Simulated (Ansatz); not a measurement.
Ligand exchange: GaH3 + C2H8GeO3 → GaH2(OH) + C2H8GeO2

Species: GaH3 `[GaH3]`, singlet; C2H8GeO3 `C[CH2][Ge]([OH])([OH])[OH]`, singlet; GaH2(OH), singlet; C2H8GeO2 `C[CH2][GeH]([OH])[OH]`, singlet. The partners trade H for OH: Ga–H and Ge–OH bonds give way to Ga–OH and Ge–H.

Shapes, held fixed at every level: PBE0-D4/def2-TZVP. Flexible molecules stand in one conformer, not always the lowest. Programs: Ansatz 0.2.0. Electronic energies: no zero-point or thermal term.

```
               level                    kind  ΔE (kJ/mol)
       HF/def2-TZVPP            Hartree–Fock         -5.7
   PBE-D4/def2-TZVPP                     GGA        -18.6
r2SCAN-D4/def2-TZVPP                meta-GGA        -15.7
  PBE0-D4/def2-TZVPP           global hybrid        -13.1
  wB97M-V/def2-TZVPP  range-separated hybrid        -11.1
  wB97X-V/def2-TZVPP  range-separated hybrid        -12.0
   B2PLYP/def2-TZVPP           double hybrid        -17.8
      MP2/def2-TZVPP     perturbation theory        -16.2
```

MP2/def2-TZVPP gives ΔE = -16.2 kJ/mol; the levels span -18.6 to -5.7. The median of the levels is -14.4. No measured value is set beside it here. Relativity is left out for Ga, Ge. Outer-core shells of Ga, Ge are correlated, in sets that cover them unevenly.

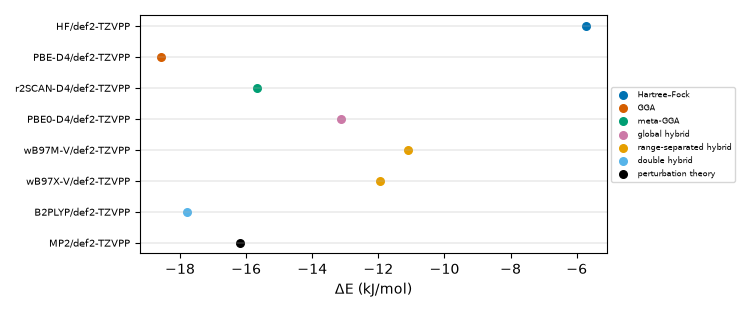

The values of the table, level by level.
